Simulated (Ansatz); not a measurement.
```xyz
9

B     0.0432   -0.2788    0.2788
N     0.0508   -0.3312    1.6882
H    -0.7493   -0.6624    2.2253
H     0.9163   -0.2360    2.2217
F     1.1603   -0.0469   -0.4123
Cl   -1.4705   -0.6214   -0.6056
O    -0.6396    2.4732    0.5952
H    -1.4610    2.1863    0.1543
H    -0.5763    1.8341    1.3332
```

The calculation used RKS PBE/def2-SVP (Ansatz 0.2.0).

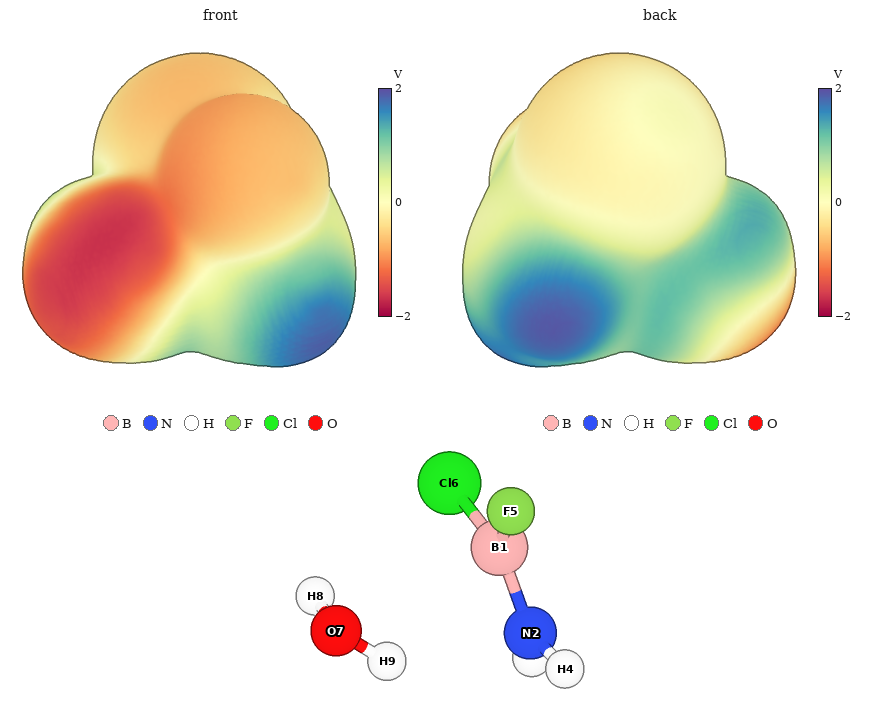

BClFH2N···H2O. The electrostatic potential painted on the density surface at 0.001 e/bohr³, seen from the front and from behind; red is negative and blue positive. The bare structure is drawn below in the same view.

Question: Describe the electrostatic potential map.

Answer: The most negative region (about −1.7 V) lies over O7, the most positive (about +1.9 V) over H3 and H4. O7 is the likeliest acceptor of a hydrogen bond.
